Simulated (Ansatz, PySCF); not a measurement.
C2H4 (SMILES C=C) and N2 (SMILES N#N) are pulled apart as rigid monomers along the line of their centres of mass, from the B3LYP-D3(BJ)/def2-TZVP minimum. Starting geometry (charge 0, multiplicity 1):
```
atom    x (Å)    y (Å)    z (Å)
----  -------  -------  -------
C     -0.2509   0.3526  -0.2472
C      0.4517  -0.7277   0.0581
H     -0.4537   0.6277  -1.2752
H     -0.6528   1.0082   0.5159
H      0.6567  -1.0055   1.0849
H      0.8525  -1.3809  -0.7077
N     -0.5876   1.0098   3.3599
N     -0.0141   0.1167   3.6114
```

Interaction energies with rigid monomers; basis-set methods are counterpoise corrected unless marked otherwise.

Rows in 6-311+G**, 6-31G* carry no dispersion term and start afresh at each structure (6-31G* with six Cartesian d functions). MP2/6-31G* freezes PySCF's default core.

Programs: Ansatz (Gaussian orbitals); PySCF for 6-311+G** rows, 6-31G* rows. 

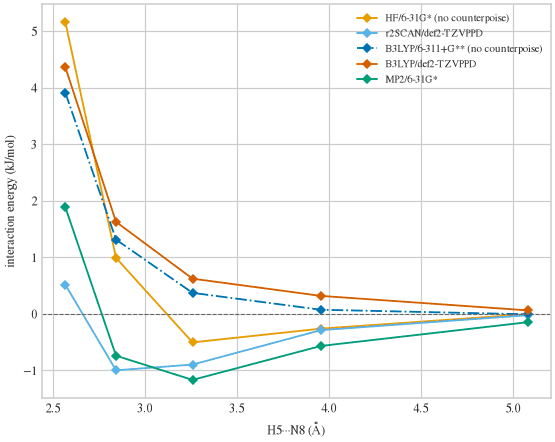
Interaction energy against separation

Task: Which level binds most strongly at H5···N8 = 2.84, and by how much?

Result: r2SCAN/def2-TZVPPD, -1 kJ/mol.

Ansatz is a program for electronic structure.
